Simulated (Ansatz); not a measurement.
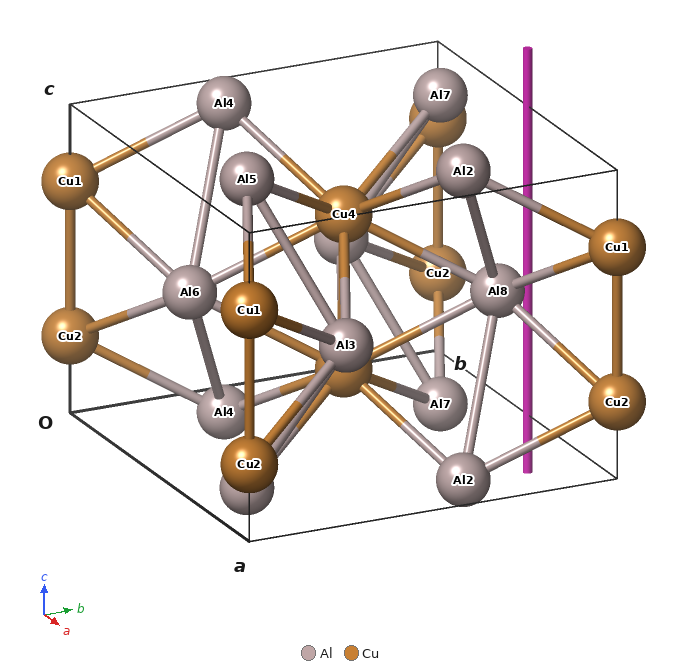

The coloured rod is the axis of a symmetry operation of the crystal. Crystal: Al₂Cu, the geometry relaxed with DFT PBEsol, scalar-relativistic, plane waves, PAW in Ansatz. The drawing is computed from the coordinates (standard cell, symmetry found to 0.002 Å).

a = 5.993 Å, b = 5.993 Å, c = 4.828 Å, α = 90.00°, β = 90.00°, γ = 90.00°.

```json
{"atom": "Al1", "x": "0.1593", "y": "0.6593", "z": "0.5000"}
{"atom": "Al2", "x": "0.8407", "y": "0.6593", "z": "0.0000"}
{"atom": "Al3", "x": "0.8407", "y": "0.3407", "z": "0.5000"}
{"atom": "Al4", "x": "0.1593", "y": "0.3407", "z": "0.0000"}
{"atom": "Cu1", "x": "0.0000", "y": "0.0000", "z": "0.7500"}
{"atom": "Cu2", "x": "0.0000", "y": "0.0000", "z": "0.2500"}
{"atom": "Al5", "x": "0.6593", "y": "0.1593", "z": "0.0000"}
{"atom": "Al6", "x": "0.3407", "y": "0.1593", "z": "0.5000"}
{"atom": "Al7", "x": "0.3407", "y": "0.8407", "z": "0.0000"}
{"atom": "Al8", "x": "0.6593", "y": "0.8407", "z": "0.5000"}
{"atom": "Cu3", "x": "0.5000", "y": "0.5000", "z": "0.2500"}
{"atom": "Cu4", "x": "0.5000", "y": "0.5000", "z": "0.7500"}
```

Take the operation x, y, z → y−1/2, −x+3/2, z+1/2.

### What kind of operation is it, and where does it lie?

It is a 4₂ screw rotation with translation (0, 0, 1/2), about the line along [0 0 1] through (1/2, 1, 1/2).

### Onto which atom does it carry each atom (up to whole multiples of a, b and c)?

Al1 → Al4, Al2 → Al1, Al3 → Al2, Al4 → Al3, Cu1 → Cu3, Cu2 → Cu4, Al5 → Al8, Al6 → Al5, Al7 → Al6, Al8 → Al7, Cu3 → Cu1, Cu4 → Cu2.
